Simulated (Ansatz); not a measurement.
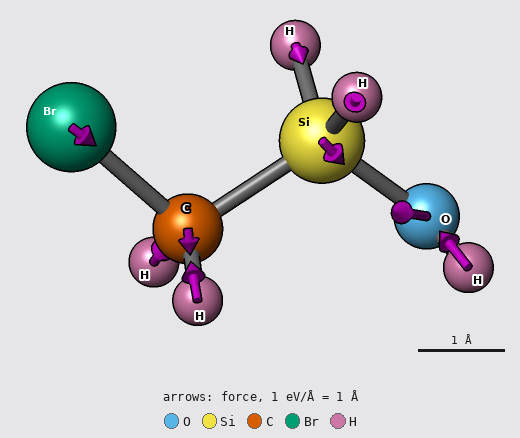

Starting geometry of CH5BrOSi with the computed forces as purple arrows. Style: ball-and-stick. Shown at a tilt.

The start comes from PBE-D4/def2-SVP.

Level of theory: RKS PBE0-D4/def2-TZVP in Ansatz. Settings: force threshold 0.005 eV/Å; at most 150 steps.

Is this structure relaxed? If not, where do the atoms go?

Answer. It isn't relaxed: the largest force vector, on the O atom, is 0.98 eV/Å. The final displacements follow the starting forces only in part (cosine between the two patterns 0.59). The atom that moves furthest after the best rigid fit is an H atom (0.056 Å). Largest moves by element: H 0.056 Å, O 0.050 Å, Br 0.047 Å, Si 0.023 Å, C 0.011 Å. Near-neighbour distances that change, for instance: O–Si 1.685 → 1.649 Å, C–Si 1.901 → 1.877 Å, H–Si 1.506 → 1.486 Å, Br–C 1.968 → 1.948 Å. Among the angles between lasting bonds that change: Si–O–H 115.8° → 118.3°. After 7 geometry steps the energy has fallen by 5.16 kJ/mol. Largest force component: 0.75 eV/Å at the start, 0.0036 eV/Å at the end. Cost: 21 s on 4 threads of Intel Xeon 6975P-C, on a shared host.
